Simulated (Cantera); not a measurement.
Charge: 1 mol V2O3, 1200 mol H2, 0.14 mol H2O, at 13300 Pa.

Equilibrium computed with Cantera from the NASA thermochemical tables; the gas is ideal and each condensed phase is pure. Candidate condensed phases: H2O, V, VO, V2O3, V2O4, V2O5; 12 gas species. Mutual solubility and eutectic melting of coexisting phases are not modelled. VO: taken at fixed stoichiometry. Condensed phases not in the tables: the oxides between V2O3 and V2O5 other than VO2. Kinetics and transport are ignored.

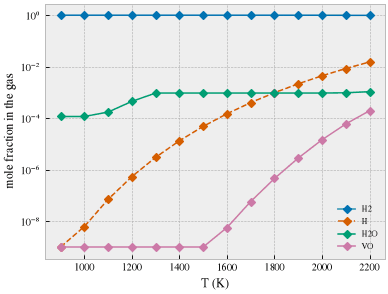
Figure. Equilibrium gas composition (values under 1e-9 drawn at 1e-9)

From 900 K to 1000 K the condensed part is V2O3(s). From 1100 K to 1200 K the condensed part is VO(s) + V2O3(s). From 1300 K to 2000 K the condensed part is VO(s). From 2100 K to 2200 K the condensed part is VO(l).
